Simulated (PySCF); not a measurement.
Consider SiAs (charge +1, triplet).

```yaml
atoms:
  - { symbol: Si, position_ang: [0.0000, 0.0000, -1.7067] }
  - { symbol: As, position_ang: [0.0000, 0.0000, 0.6373] }
```

Computed with PySCF 2.14.0, PBE0/pcseg-1, non-relativistic, at a bond length of 2.344 Å.

### What can the converged electron density, electron localisation function and spin density tell about the bonding?

Si–As (2.34 Å): ρ at the midpoint is about 0.67 e/Å³; the ELF peaks at about 0.90 between the atoms, as expected for localised, covalent bonding.
The unpaired spin (2 electrons) lies mostly on As2 (about 1.5) and Si1 (about 0.5), in electrons by Hirshfeld's partition.

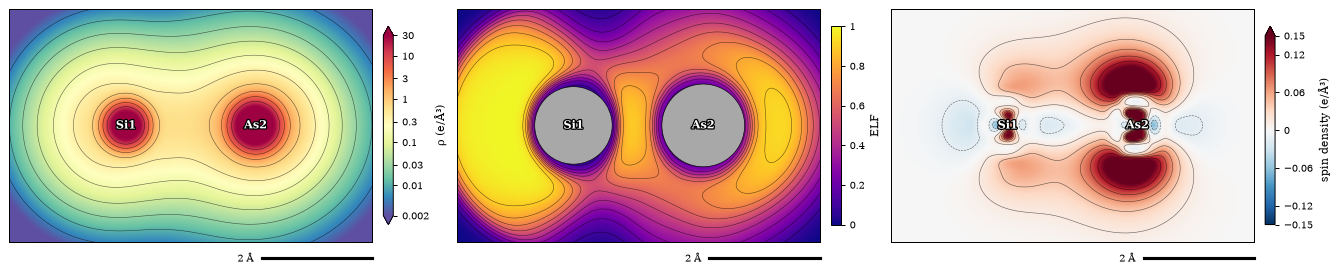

Computed electron density, electron localisation function and spin density on a plane that holds the molecular axis, in this order. Grey discs cover the atomic cores in the ELF map. 
